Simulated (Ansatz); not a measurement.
Consider SiH$_{4}$···CH$_{3}$Cl (SMILES [SiH4].CCl).

```xyz
10

Si    0.0765    0.1947   -1.9323
H    -0.2687    1.3263   -1.0351
H    -0.5829    0.4084   -3.2475
H    -0.4237   -1.0743   -1.3454
H     1.5448    0.1251   -2.1240
C    -0.2070   -0.1841    1.9868
Cl    1.4563   -0.3288    1.3895
H    -0.8338   -0.8828    1.4376
H    -0.5464    0.8358    1.8224
H    -0.2152   -0.4204    3.0481
```

Geometry: PBE0-D4/def2-TZVP.

Method: RKS PBE0-D4/def2-TZVPPD (Ansatz 0.2.0).

What can the converged electron density and electron localisation function tell about the bonding?

Si1···Cl7 (3.63 Å): the density falls to about 0.04 e/Å³ on the way; the ELF dips to about 0 between them; a non-bonded, intermolecular contact.
C–Cl (1.77 Å): ρ at the midpoint is about 1.3 e/Å³; the ELF peaks at about 0.90 between the atoms: a shared electron pair.
C–H (1.09 Å): ρ is about 2.1 e/Å³ halfway; the ELF climbs to about 1 towards the hydrogen, as it does in any bond to H (a covalent bond by its length).
Si–H (1.48 Å): the density is about 0.82 e/Å³ at the midpoint; the ELF climbs to about 1 towards the hydrogen.

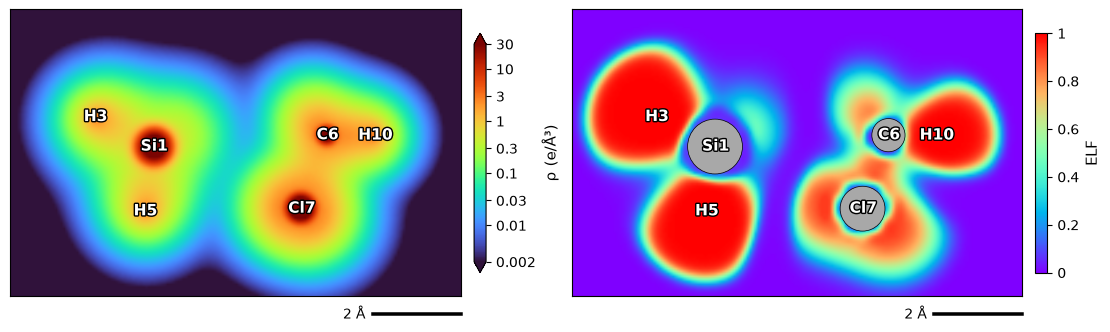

Computed electron density and electron localisation function on the plane of atoms H3, Si1 and H5, in this order. Grey discs cover the atomic cores in the ELF map. 
